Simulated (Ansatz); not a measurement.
# Ba3Br2O2 (P2_1/c): the host for defect calculations, part 2 of 4

Aim: the runs on the perfect crystal Ba3Br2O2 (P2_1/c) that a defect calculation needs first.

Ansatz 0.2.0; plane-wave PAW DFT, PBEsol; relaxation of the host's cell and atoms (the session's first sound run).

So far: The starting structure; Host cell relaxation.

## Step 3: Dielectric tensors of the host

The response to a uniform electric field gives the electronic dielectric tensor.

This step: plane-wave PAW DFPT, PBEsol; dielectric tensors, Born charges and zone-centre modes of the host (Ansatz 0.2.0).

Input file eps/input.yaml:

```yaml
crystal:
  lattice:
    - [7.3378656035, 0.0, 0.047212079]
    - [0.0, 8.0639261209, 0.0]
    - [-3.1491590624, 0.0, 6.9669603692]
  atoms:
    - { symbol: Ba, position: [0.0, 0.5, 0.5] }
    - { symbol: Ba, position: [0.0, 0.0, 0.0] }
    - { symbol: Ba, position: [0.5904873918, 0.8761122324, 0.2274015854] }
    - { symbol: Ba, position: [0.4095126082, 0.3761122324, 0.2725984146] }
    - { symbol: Ba, position: [0.5904873918, 0.6238877676, 0.7274015854] }
    - { symbol: Ba, position: [0.4095126082, 0.1238877676, 0.7725984146] }
    - { symbol: Br, position: [0.8103438111, 0.3478529458, 0.0725177595] }
    - { symbol: Br, position: [0.8103438111, 0.1521470542, 0.5725177595] }
    - { symbol: Br, position: [0.1896561889, 0.8478529458, 0.4274822405] }
    - { symbol: Br, position: [0.1896561889, 0.6521470542, 0.9274822405] }
    - { symbol: O, position: [0.6594187848, 0.6092315216, 0.4335070609] }
    - { symbol: O, position: [0.3405812152, 0.1092315216, 0.0664929391] }
    - { symbol: O, position: [0.6594187848, 0.8907684784, 0.9335070609] }
    - { symbol: O, position: [0.3405812152, 0.3907684784, 0.5664929391] }
basis:
  ecutwfc: 420
hamiltonian:
  xc: pbesol
kpoints:
  mp_grid: { grid: [4, 3, 4] }
scf:
  occupations: { method: fixed }
  max_iter: 100
phonons:
  method: dfpt
  dielectric: true
  rigid_motions: translations
```

On the command line:

```
> ansatz run input.yaml --threads 4 --pin off --max-ram 7536MiB --backend cpu --events-out ev --progress --plain --runs-dir out
```

Numbers of over 12 decimals in the logs are rounded to 6 here.

Output:

```text
[...]
Crystal: 14 atoms, lattice volume = 413.448 Å³
Basis set: ecut = 420 eV, 8113 PW (Γ), exchange–correlation on 100×108×108 points (8 copies of the dense FFT grid, shifted against one another)
Bands: 70, of which v1, the nominal top of the filled ones, is band 56 counted from 1 (55 counted from 0)
Symmetry: 4 space group operations
k-points: 26 of 48 (irreducible under 1 space group operation, time reversal used)
[...]
SCF iter   1: F=—  HF=-48389.331787 eV  |F-HF|=—  |Δ(HF+E_count)|=         —  Δρ=7.67e-3  dr2=2.30e-1  ethr=1.77e-3  ⟨swp⟩=6.7  Hψ=7420  notcnv=0  defer=298
[...]
SCF iter  10: F=-48389.287906 eV  HF=-48389.287906 eV  |F-HF|=2.18e-11  |Δ(HF+E_count)|=  1.53e-10  Δρ=2.79e-8  dr2=5.46e-12  ethr=1.00e-12  ⟨swp⟩=21.2  Hψ=15735  notcnv=0
SCF 1 converged in 10 iterations: F = -48389.287906 eV  dr2 = 5.46e-12
[...]
NSCF: frozen V_eff on 6 k-points
[...]
DFPT response loops at Γ: preconditioner auto → Resta (q_TF=auto, 2.195 Å⁻¹)  ε∞=5.0 (no band partly filled); β = 1.00, the filter's whole step (`scf.mixing.beta` (0.50) is not read by the response loops at its default; [...]
── the response to a field inside a basis, on 4×4×4 k-points: an SCF that follows is theirs, and a resumed run solves both again ──
Bands: 57, of which v1, the nominal top of the filled ones, is band 56 counted from 1 (55 counted from 0)
k-points: 16 of 64
[...]
Eigensolver: Dense (16 Hₖ)
SCF iter   1: F=—  HF=-48388.908939 eV  |F-HF|=—  |Δ(HF+E_count)|=         —  Δρ=3.52e-4  dr2=2.95e-4  ethr=1.00e-1
[...]
SCF iter   6: F=-48388.909017 eV  HF=-48388.909017 eV  |F-HF|=7.41e-9  |Δ(HF+E_count)|=   2.03e-7  Δρ=7.34e-7  dr2=4.95e-9  ethr=1.22e-10
SCF 1 converged in 6 iterations: F = -48388.909017 eV  dr2 = 4.95e-9
[...]
SCF converged after 10 iterations
Free energy (F): -48389.287906 eV
[...]
Internal energy: -48389.287906 eV  (E = F + TS)
E sigma→0 (E₀):  -48389.287906 eV
Fermi energy:    5.845848 eV
[...]
--- Band table (eV; the first three rows and the last of 26) ---
[...]
[... further k-points left out ...]
--- Phonons (Γ-DFPT): 12 representative perturbations + reference, on 26 of 48 k-points (Σ response iterations 53) ---
  k mesh reduced under 1 symmetry operation, with k and −k counted as one. Each operation leaves every solved perturbation unchanged. A smaller set is not considered because the run solves the response to a homogeneous field
  ASR residual: 7.036e-5 → 0.000e0 eV/Å²; symmetrization residual: 8.511e-6 eV/Å²
  ASR residual per site (eV/Å²): 5.04e-5 5.04e-5 7.04e-5 7.04e-5 7.04e-5 7.04e-5 3.52e-5 3.52e-5 3.52e-5 3.52e-5 3.25e-5 3.25e-5 3.25e-5 3.25e-5
  Γ frequencies (cm⁻¹): 0.00 0.00 0.00 15.35 35.93 42.65 42.89 43.78 55.02 58.16 64.28 70.00 70.31 72.60 75.37 78.93 93.43 95.48 100.30 101.21 101.60 103.93 111.77 112.12 114.08 116.70 119.70 133.07 143.54 158.48 210.97 216.28 219.70 222.79 243.28 246.15 [...]
  ε∞ (high-frequency dielectric tensor):
        3.555852     0.000000    -0.001060
        0.000000     3.520561    -0.000000
       -0.001060    -0.000000     3.608899
  ε⁰ (static dielectric tensor: ions relaxed, cell fixed):
       16.369143     0.000000     0.805029
        0.000000    12.118978     0.000000
        0.805029     0.000000    10.230591
  ε⁰ − ε∞ (ionic part):
       12.813292     0.000000     0.806089
        0.000000     8.598417     0.000000
        0.806089     0.000000     6.621692
  softest optical mode at Γ: 15.35 cm⁻¹; the repairs (sum rule, projections) moved no ω² at Γ by more than (2.58 cm⁻¹)²
  Born effective charges Z* (e; rows j = field, columns β = displacement):
    site 0:
         3.43836   -0.29393    0.38740
        -0.21035    2.32314    0.09267
         0.33663   -0.00344    2.19323
    site 1:
         3.43836    0.29393    0.38740
         0.21035    2.32314   -0.09267
         0.33663    0.00344    2.19323
    site 2:
         2.22316   -0.08917   -0.16417
        -0.03373    2.66417   -0.55443
        -0.14531   -0.47821    2.81095
    site 3:
         2.22316    0.08917   -0.16417
         0.03373    2.66417    0.55443
        -0.14531    0.47821    2.81095
    site 4:
         2.22316    0.08917   -0.16417
         0.03373    2.66417    0.55443
        -0.14531    0.47821    2.81095
    site 5:
         2.22316   -0.08917   -0.16417
        -0.03373    2.66417   -0.55443
        -0.14531   -0.47821    2.81095
    site 6:
        -1.13326    0.11546   -0.09726
         0.08371   -1.28007   -0.14521
        -0.08875   -0.10642   -1.40830
    site 7:
        -1.13326   -0.11546   -0.09726
        -0.08371   -1.28007    0.14521
        -0.08875    0.10642   -1.40830
    site 8:
        -1.13326   -0.11546   -0.09726
        -0.08371   -1.28007    0.14521
        -0.08875    0.10642   -1.40830
    site 9:
        -1.13326    0.11546   -0.09726
         0.08371   -1.28007   -0.14521
        -0.08875   -0.10642   -1.40830
    site 10:
        -2.80908    0.12093    0.06773
[...]
site 11:
[...]
site 12:
[...]
site 13:
[...]
Z* charge neutrality: 2.850e-2 e pre-enforcement
  solved inside a basis spanned on kpoints, on 4×4×4 k-points, its susceptibility summed on 6×6×6: ε∞ is read to err by 3.6e-2, Z* by 1.9e-2 e (field_mesh: kpoints solves on kpoints); Z* is corrected for what the basis lacks
  optical modes at Γ without the LO–TO term, one row a degenerate level:
      ω (cm⁻¹)  modes    IR ((D/Å)²/amu)
[...]
optical modes at Γ + LO–TO along q̂ = [1.0000, 0.0000, 0.0000]:
      ω (cm⁻¹)  modes    IR ((D/Å)²/amu)
[...]
optical modes at Γ + LO–TO along q̂ = [0.0000, 1.0000, 0.0000]:
      ω (cm⁻¹)  modes    IR ((D/Å)²/amu)
[...]
optical modes at Γ + LO–TO along q̂ = [0.0000, 0.0000, 1.0000]:
      ω (cm⁻¹)  modes    IR ((D/Å)²/amu)
[...]
210.97      1             0.0000
        216.28      1             0.0000
        222.79      1            28.8038
        243.28      1             0.0000
        246.15      1            10.9760
        257.15      1            49.8318
        314.40      1            11.9690
        334.75      1             0.0000
        340.54      1             1.1963
        358.01      1            34.2248
        370.27      1             0.0000
        383.90      1             0.0000
```

Elapsed: 12 min, on 4 threads of Arm Neoverse V1, shared host; peak memory 4.6 GiB; 47 min of CPU time.

Electronic dielectric tensor:

```
3.56 0.00 0.00
0.00 3.52 0.00
0.00 0.00 3.61
```

Static dielectric tensor:

```
16.37  0.00  0.81
 0.00 12.12  0.00
 0.81  0.00 10.23
```

The principal values of the electronic dielectric tensor are 3.52, 3.56 and 3.61. The principal values of the static dielectric tensor are 10.13, 12.12 and 16.47.

## Step 4: Primitive cell on a dense mesh

A dense mesh gives the host's converged energy, against which the supercell's sampling is tested.

This step: plane-wave PAW DFT, PBEsol; single point of the host's primitive cell on a dense mesh (Ansatz 0.2.0).

dense/input.yaml, as its differences from eps/input.yaml of step 3:

```diff
@@ -22,2 +22,3 @@
   ecutwfc: 420
+  xc_grid: 2
 hamiltonian:
@@ -25,9 +26,5 @@
 kpoints:
-  mp_grid: { grid: [4, 3, 4] }
+  mp_grid: { grid: [4, 4, 4] }
 scf:
-  occupations: { method: fixed }
-  max_iter: 100
-phonons:
-  method: dfpt
-  dielectric: true
-  rigid_motions: translations
+  occupations: { method: fermi_dirac, width: 0.01 }
+  max_iter: 80
```

Output:

```text
[...]
Crystal: 14 atoms, lattice volume = 413.448 Å³
Basis set: ecut = 420 eV, 8113 PW (Γ), exchange–correlation on 100×108×108 points (8 copies of the dense FFT grid, shifted against one another)
Bands: 70, of which v1, the nominal top of the filled ones, is band 56 counted from 1 (55 counted from 0)
Symmetry: 4 space group operations
[...]
k-points: 30 of 64
[...]
SCF iter   1: F=—  HF=-48389.331919 eV  |F-HF|=—  |Δ(HF+E_count)|=         —  Δρ=7.68e-3  dr2=2.29e-1  ethr=1.77e-3  ⟨swp⟩=9.8  Hψ=11680  notcnv=0  defer=28
[...]
SCF iter   7: F=-48389.287961 eV  HF=-48389.287961 eV  |F-HF|=5.84e-8  |Δ(HF+E_count)|=   1.34e-6  Δρ=2.34e-6  dr2=3.99e-8  ethr=3.69e-10  ⟨swp⟩=3.0  Hψ=5430  notcnv=0
SCF 1 converged in 7 iterations: F = -48389.287961 eV  dr2 = 3.99e-8
[...]
SCF converged after 7 iterations
Free energy (F): -48389.287961 eV
[...]
Internal energy: -48389.287961 eV  (E = F + TS)
E sigma→0 (E₀):  -48389.287961 eV
Fermi energy:    7.039618 eV
[...]
```

Elapsed: 14 s, on 4 threads; peak memory 1.5 GiB; 54 s of CPU time.

## Step 5: Self-consistent run

This step: plane-wave PAW DFT, PBEsol; single point of the defect-free supercell, a test of its k-points (Ansatz 0.2.0).

System of this step: Ba3Br2O2 (P2_1/c). The cell holds 56 atoms: 24 Ba, 16 Br and 16 O. Its edges and angles: a = 14.929 Å, b = 11.479 Å, c = 14.929 Å, α = 114.0°, β = 114.6°, γ = 110.6°.

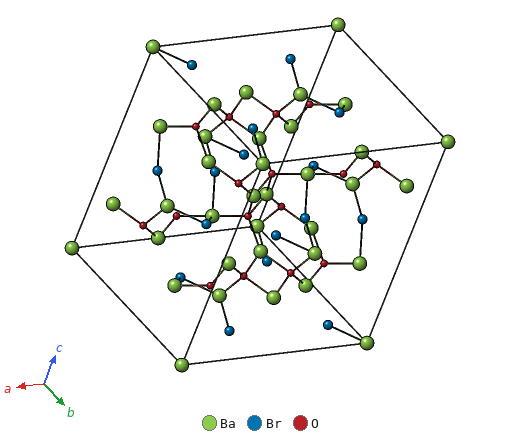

The cell of this step (barium green, bromine blue, oxygen red). Bonds to atoms that aren't drawn are left out. Some periodic images of atoms are drawn too.

Input file pristine.sampling/input.yaml:

```yaml
crystal:
  lattice:
    - [-10.4870246659, 8.0639261209, 6.9197482901]
    - [4.188706541, -8.0639261209, 7.0141724482]
    - [10.4870246659, 8.0639261209, -6.9197482901]
  atoms:
    - { symbol: Ba, position: [0.0, 0.25, 0.75] }
    - { symbol: Ba, position: [0.0, 0.75, 0.25] }
    - { symbol: Ba, position: [0.5, 0.25, 0.25] }
    - { symbol: Ba, position: [0.5, 0.75, 0.75] }
    - { symbol: Ba, position: [0.0, 0.0, 0.0] }
    - { symbol: Ba, position: [0.0, 0.5, 0.5] }
    - { symbol: Ba, position: [0.5, 0.0, 0.5] }
    - { symbol: Ba, position: [0.5, 0.5, 0.0] }
    - { symbol: Ba, position: [0.0517569089, 0.4089444886, 0.2332998121] }
    - { symbol: Ba, position: [0.0517569089, 0.9089444886, 0.7332998121] }
    - { symbol: Ba, position: [0.5517569089, 0.4089444886, 0.7332998121] }
    - { symbol: Ba, position: [0.5517569089, 0.9089444886, 0.2332998121] }
    - { symbol: Ba, position: [0.3243553235, 0.3410555114, 0.3928124203] }
    - { symbol: Ba, position: [0.3243553235, 0.8410555114, 0.8928124203] }
    - { symbol: Ba, position: [0.8243553235, 0.3410555114, 0.8928124203] }
    - { symbol: Ba, position: [0.8243553235, 0.8410555114, 0.3928124203] }
    - { symbol: Ba, position: [0.1756446765, 0.1589444886, 0.6071875797] }
    - { symbol: Ba, position: [0.1756446765, 0.6589444886, 0.1071875797] }
    - { symbol: Ba, position: [0.6756446765, 0.1589444886, 0.1071875797] }
    - { symbol: Ba, position: [0.6756446765, 0.6589444886, 0.6071875797] }
    - { symbol: Ba, position: [0.4482430911, 0.0910555114, 0.7667001879] }
    - { symbol: Ba, position: [0.4482430911, 0.5910555114, 0.2667001879] }
    - { symbol: Ba, position: [0.9482430911, 0.0910555114, 0.2667001879] }
    - { symbol: Ba, position: [0.9482430911, 0.5910555114, 0.7667001879] }
    - { symbol: Br, position: [0.2101853526, 0.4414307853, 0.5790983785] }
    - { symbol: Br, position: [0.2101853526, 0.9414307853, 0.0790983785] }
    - { symbol: Br, position: [0.7101853526, 0.4414307853, 0.0790983785] }
    - { symbol: Br, position: [0.7101853526, 0.9414307853, 0.5790983785] }
    - { symbol: Br, position: [0.3623324068, 0.1914307853, 0.9812454326] }
    - { symbol: Br, position: [0.3623324068, 0.6914307853, 0.4812454326] }
    - { symbol: Br, position: [0.8623324068, 0.1914307853, 0.4812454326] }
    - { symbol: Br, position: [0.8623324068, 0.6914307853, 0.9812454326] }
    - { symbol: Br, position: [0.1376675932, 0.3085692147, 0.0187545674] }
    - { symbol: Br, position: [0.1376675932, 0.8085692147, 0.5187545674] }
    - { symbol: Br, position: [0.6376675932, 0.3085692147, 0.5187545674] }
    - { symbol: Br, position: [0.6376675932, 0.8085692147, 0.0187545674] }
    - { symbol: Br, position: [0.2898146474, 0.0585692147, 0.4209016215] }
    - { symbol: Br, position: [0.2898146474, 0.5585692147, 0.9209016215] }
    - { symbol: Br, position: [0.7898146474, 0.0585692147, 0.9209016215] }
    - { symbol: Br, position: [0.7898146474, 0.5585692147, 0.4209016215] }
    - { symbol: O, position: [0.0213692913, 0.0464629228, 0.6343251532] }
    - { symbol: O, position: [0.0213692913, 0.5464629228, 0.1343251532] }
    - { symbol: O, position: [0.5213692913, 0.0464629228, 0.1343251532] }
    - { symbol: O, position: [0.5213692913, 0.5464629228, 0.6343251532] }
    - { symbol: O, position: [0.0878622304, 0.2035370772, 0.2249063684] }
    - { symbol: O, position: [0.0878622304, 0.7035370772, 0.7249063684] }
    - { symbol: O, position: [0.5878622304, 0.2035370772, 0.7249063684] }
    - { symbol: O, position: [0.5878622304, 0.7035370772, 0.2249063684] }
    - { symbol: O, position: [0.4121377696, 0.2964629228, 0.7750936316] }
    - { symbol: O, position: [0.4121377696, 0.7964629228, 0.2750936316] }
    - { symbol: O, position: [0.9121377696, 0.2964629228, 0.2750936316] }
    - { symbol: O, position: [0.9121377696, 0.7964629228, 0.7750936316] }
    - { symbol: O, position: [0.4786307087, 0.4535370772, 0.3656748468] }
    - { symbol: O, position: [0.4786307087, 0.9535370772, 0.8656748468] }
    - { symbol: O, position: [0.9786307087, 0.4535370772, 0.8656748468] }
    - { symbol: O, position: [0.9786307087, 0.9535370772, 0.3656748468] }
basis:
  ecutwfc: 420
  xc_grid: 2
hamiltonian:
  xc: pbesol
kpoints:
  mp_grid: { grid: [1, 1, 1], shift: [0.25, 0.25, 0.25] }
scf:
  occupations: { method: fermi_dirac, width: 0.01 }
  max_iter: 80
```

Output:

```text
[...]
Crystal: 56 atoms, lattice volume = 1653.792 Å³
Basis set: ecut = 420 eV, 32363 PW (Γ), exchange–correlation on 200×160×200 points (8 copies of the dense FFT grid, shifted against one another)
Bands: 280, of which v1, the nominal top of the filled ones, is band 224 counted from 1 (223 counted from 0)
Symmetry: 16 space group operations
[...]
k-points: 1
[...]
SCF iter   1: F=—  HF=-193557.343857 eV  |F-HF|=—  |Δ(HF+E_count)|=         —  Δρ=7.82e-3  dr2=9.60e-1  ethr=1.77e-3  ⟨swp⟩=8.0  Hψ=1453  notcnv=0  defer=28
[...]
SCF iter   7: F=-193557.161273 eV  HF=-193557.161273 eV  |F-HF|=1.80e-7  |Δ(HF+E_count)|=   4.37e-6  Δρ=2.02e-6  dr2=1.20e-7  ethr=2.23e-10  ⟨swp⟩=3.0  Hψ=704  notcnv=0
SCF 1 converged in 7 iterations: F = -193557.161273 eV  dr2 = 1.20e-7
[...]
SCF converged after 7 iterations
Free energy (F): -193557.161273 eV
[...]
Internal energy: -193557.161273 eV  (E = F + TS)
E sigma→0 (E₀):  -193557.161273 eV
Fermi energy:    7.354607 eV
[...]
```

The job ended after 9.2 s (4 threads; peak memory 3 GiB; 35 s of CPU time).

Numbers from this step:

```
energy over dense mesh : -1.68e-4 eV/atom
```

(Part 2 of 4 ends here.)

[Logs are printed without paths, hosts, clocks, repeated set-up lines and the standing remarks that a program may print on its own settings, such as how far it seeks lower states.]

[Hosts, paths, dates, database ids (printed as entryN), source tags and the programs' standing remarks are cut or masked in the printed files.]

[Runs of the host that timed out are not shown.]

[For some hosts the program warned that the k-mesh of the response run may be too coarse for force constants and the static dielectric constant; such warnings are not always shown.]
